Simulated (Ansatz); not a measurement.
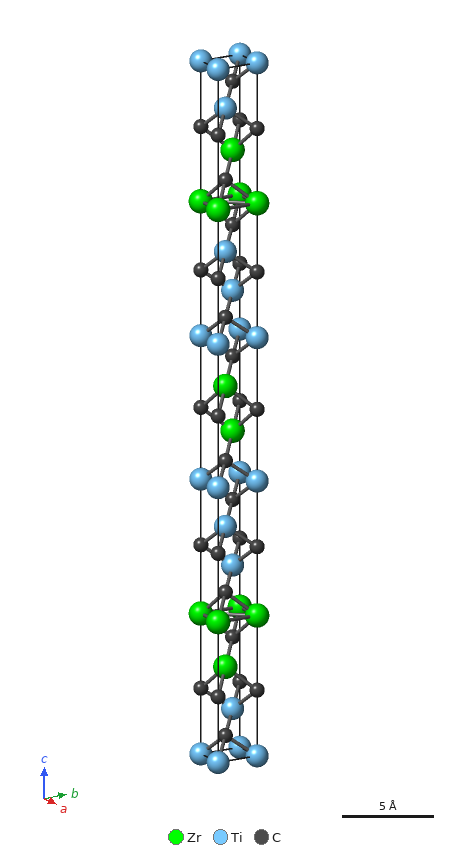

Structure drawing (ball-and-stick), viewed slightly off an axis. The frame is the conventional unit cell; atoms at its boundary are shown with their periodic copies.

Zr₂Ti₃C₅, space group R-3m (No. 166), a = 3.184 Å, b = 3.184 Å, c = 38.760 Å, α = 90.00°, β = 90.00°, γ = 120.00°. Origin of the cell: a structure type filled with these elements by a generator (whether the compound takes this form wasn't checked). Earlier steps of the study, as a rule a relaxation of our own, may have changed the cell and positions, so they can lie some per cent off the listed ones. A calculation with Ansatz used it as input.

This one geometry was computed with Ansatz (DFT, plane waves, PAW) at three levels of theory: r2SCAN, PBE and LDA.

Question: Which level gives the highest pressure at this volume, and what does that say about its equilibrium volume?

Answer: Highest: r2SCAN (-0.3 GPa) and PBE (0.0 GPa), which points to the largest equilibrium volume. Lowest, with the smallest volume: LDA (-11.3 GPa). Levels within 0.5 GPa of each other can't be told apart.

Question: How does the band gap change with the level of theory?

Answer: All levels give a metal.

Question: Collect the results in a table.

Answer:
| level | cutoff (eV) | k-mesh of the run's cell | gap (eV) | pressure (GPa) |
| --- | --- | --- | --- | --- |
| r2SCAN | 500 | 12×12×12 | metal | -0.3 |
| PBE | 420 | 12×12×12 | metal | 0.0 |
| LDA | 420 | 12×12×12 | metal | -11.3 |

Gaps are taken on the k-mesh or band path of each run.
